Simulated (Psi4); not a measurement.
**[BH2F2]− (SMILES F[BH2-]F) at MP3/cc-pVTZ**

Aim: the vertical ionisation energy of [BH2F2]− at MP3/cc-pVTZ, from 2 runs. 

The calculation is run with Psi4 1.11.

### Step 1. The structure to begin with

[BH2F2]− has 5 atoms, charge -1, and is taken as a singlet. As SMILES, `F[BH2-]F`. The shape is that of a GFN2-xTB optimisation.

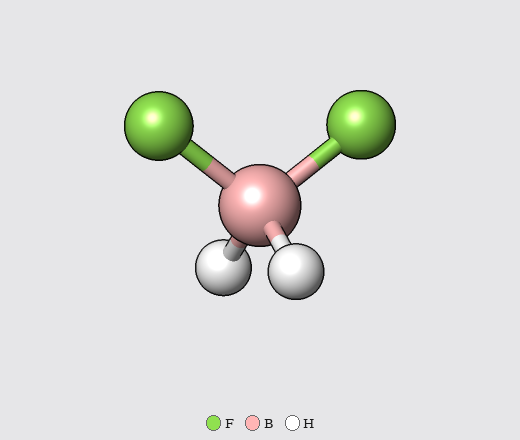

Viewed from a chosen angle; fluorine green, boron pink, hydrogen white.

### Step 2. The energy at MP3/cc-pVTZ

File bf2h2.py:

```python
import psi4

psi4.set_memory(1600000000)
psi4.set_num_threads(1)
psi4.set_output_file('output.dat', False)

geom = psi4.geometry("""
-1 1
F     -2.22415096     1.18013396     0.72410526
B      0.06336252     0.02696639    -0.10599474
F      0.77021457    -1.79019425     1.75115251
H     -0.32493841    -1.05841671    -2.11450905
H      1.71551227     1.64151060    -0.25475398
units au
symmetry c1
""")

options = {'basis': 'cc-pVTZ', 'puream': True, 'e_convergence': 1e-09, 'd_convergence': 1e-08, 'scf_type': 'pk', 'num_frozen_docc': 3, 'mp_type': 'conv'}
psi4.set_options(options)

e_tot = psi4.energy('mp3', molecule=geom)
print(f'total energy {e_tot:.8f} hartree = {e_tot * 27.211386:.5f} eV')
for k, v in sorted(psi4.core.scalar_variables().items()):
    print(f'{k:45s} {v:18.10f}')
```

Launch:

```bash
$ python bf2h2.py
```

output.dat, shortened:

```text
[...]
  Running in c1 symmetry.
[...]
  Nuclear repulsion =   65.473347093545797
[...]
  Multiplicity = 1
[...]
  Nalpha       = 13
  Nbeta        = 13
[...]
    Number of basis functions: 118
[...]
   @RHF iter   1:  -224.85505116908155   -1.04776e+00   3.72371e-03 DIIS/ADIIS
[...]
   @RHF iter  10:  -224.92401872810225   -2.33058e-12   4.55427e-09 DIIS
[...]
    Orbital Energies [Eh]
    ---------------------
    Doubly Occupied:
       1A    -26.005113     2A    -26.005068     3A     -7.387173
       4A     -1.322627     5A     -1.291934     6A     -0.528331
       7A     -0.433533     8A     -0.427967     9A     -0.427005
      10A     -0.370917    11A     -0.345247    12A     -0.286738
      13A     -0.184968
[...]
  @RHF Final Energy:  -224.92401872810225
   => Energetics <=
    Nuclear Repulsion Energy =             65.4733470935457973
    One-Electron Energy =                -450.7614891745203067
    Two-Electron Energy =                 160.3641233528722694
    Total Energy =                       -224.9240187281022543
[...]
 Multipole Moments:
 ------------------------------------------------------------------------------------
     Multipole            Electronic (a.u.)      Nuclear  (a.u.)        Total (a.u.)
 ------------------------------------------------------------------------------------
 L = 1.  Multiply by 2.5417464519 to convert [e a0] to [Debye]
 Dipole X            :         -1.3759318            1.1281114           -0.2478204
 Dipole Y            :         -0.5762389            0.4730045           -0.1032344
 Dipole Z            :          2.3474059           -1.9222466            0.4251593
 Magnitude           :                                                    0.5028247
[...]
	SCS-MP2 Total Energy (a.u.)        :  -225.55624890350271
	SOS-MP2 Total Energy (a.u.)        :  -225.55111087499009
[...]
	SOS-PI-MP2 Total Energy (a.u.)     :  -225.59934873244299
[...]
	MP2 Total Energy (a.u.)            :  -225.56652496052794
[...]
	SCS-MP3 Total Energy (a.u.)        :  -225.55746233830516
[...]
	MP3 Total Energy (a.u.)            :  -225.57137869973772
[...]
```

Run time: 22 s. Hardware: 1 thread of Intel Xeon at 2.80GHz (Skylake/Cascade Lake), shared host; peak memory 1.5 GiB.

### Step 3. Doublet neutral BH2F2, same level

File bf2h2.xyz:

```xyz
5
BF2H2
F     -1.176970     0.624500     0.383180
B      0.033530     0.014270    -0.056090
F      0.407580    -0.947330     0.926670
H     -0.171950    -0.560090    -1.118950
H      0.907810     0.868650    -0.134810
```

File bf2h2_ase.py:

```python
import numpy as np
from ase.calculators.psi4 import Psi4
from ase.io import read

atoms = read('bf2h2.xyz')
calc = Psi4(atoms=atoms, method='mp3', basis='cc-pVTZ', memory='1600MB', num_threads=1, charge=0, multiplicity=2, label='bf2h2', reference='uhf')
calc.psi4.set_options({'puream': True, 'e_convergence': 1e-09, 'd_convergence': 1e-08, 'scf_type': 'pk', 'num_frozen_docc': 3, 'maxiter': 200, 'mp_type': 'conv'})
atoms.calc = calc

print(f'energy: {atoms.get_potential_energy():.6f} eV')
```

Launch:

```bash
$ python bf2h2_ase.py
```

bf2h2.dat, shortened:

```text
[...]
  Running in c1 symmetry.
[...]
  Nuclear repulsion =   65.473347089984955
[...]
  Multiplicity = 2
[...]
  Nalpha       = 13
  Nbeta        = 12
[...]
    Number of basis functions: 118
[...]
   @UHF iter   1:  -224.71091924333160   -9.03632e-01   3.36569e-03 ADIIS/DIIS
[...]
   @UHF iter  17:  -224.77735443201055   -3.69482e-12   3.29483e-09 DIIS
[...]
   @S^2 Observed:                7.806858053E-01
[...]
  @UHF Final Energy:  -224.77735443201055
   => Energetics <=
    Nuclear Repulsion Energy =             65.4733470899849550
    One-Electron Energy =                -443.5847402062821061
    Two-Electron Energy =                 153.3340386842866110
    Total Energy =                       -224.7773544320105543
  UHF NO Occupations:
  HONO-2 :   11  A 1.9987180
  HONO-1 :   12  A 1.9864388
[...]
 Multipole Moments:
 ------------------------------------------------------------------------------------
     Multipole            Electronic (a.u.)      Nuclear  (a.u.)        Total (a.u.)
 ------------------------------------------------------------------------------------
 L = 1.  Multiply by 2.5417464519 to convert [e a0] to [Debye]
 Dipole X            :         -0.5618653            1.1281114            0.5662461
 Dipole Y            :         -0.2379266            0.4730045            0.2350779
 Dipole Z            :          0.9516692           -1.9222466           -0.9705774
 Magnitude           :                                                    1.1480055
[...]
	SCS-MP2 Total Energy (a.u.)        :  -225.39146799105606
	SOS-MP2 Total Energy (a.u.)        :  -225.38407695803431
[...]
	SOS-PI-MP2 Total Energy (a.u.)     :  -225.43074792157461
[...]
	MP2 Total Energy (a.u.)            :  -225.40625005709961
[...]
	SCS-MP3 Total Energy (a.u.)        :  -225.39093871690588
[...]
	MP3 Total Energy (a.u.)            :  -225.40413296049886
[...]
```

Standard output:

```text
energy: -6133.558873 eV
```

Wall time 47 s (1 thread of Intel Xeon at 2.80GHz (Skylake/Cascade Lake), shared host); peak memory 1.5 GiB.

### Step 4. What came out

At MP3/cc-pVTZ, 3 core orbitals frozen:

| quantity | value |
| --- | --- |
| singlet [BH2F2]−: total energy | -225.57138 Eh |
| singlet [BH2F2]−: HOMO energy (Hartree–Fock orbitals) | -5.03 eV |
| singlet [BH2F2]−: LUMO energy (Hartree–Fock orbitals) | 10.96 eV |
| singlet [BH2F2]−: HOMO–LUMO gap (to an unbound level, set by the basis) | 15.99 eV |
| singlet [BH2F2]−: correlation energy (3 core orbitals frozen) | -647.4 mEh |
| doublet neutral BH2F2: total energy | -225.40413 Eh |
| doublet neutral BH2F2: HOMO energy (Hartree–Fock orbitals) (highest over α and β) | -14.58 eV |
| doublet neutral BH2F2: LUMO energy (Hartree–Fock orbitals) (lowest over α and β) | -3.01 eV |
| doublet neutral BH2F2: correlation energy (3 core orbitals frozen) | -626.8 mEh |
| doublet neutral BH2F2: ⟨S²⟩ of the reference determinant | 0.781 |
| vertical detachment energy (to the doublet neutral) | 4.551 eV |

Removing an electron at fixed nuclei costs 4.55 eV (105 kcal/mol).
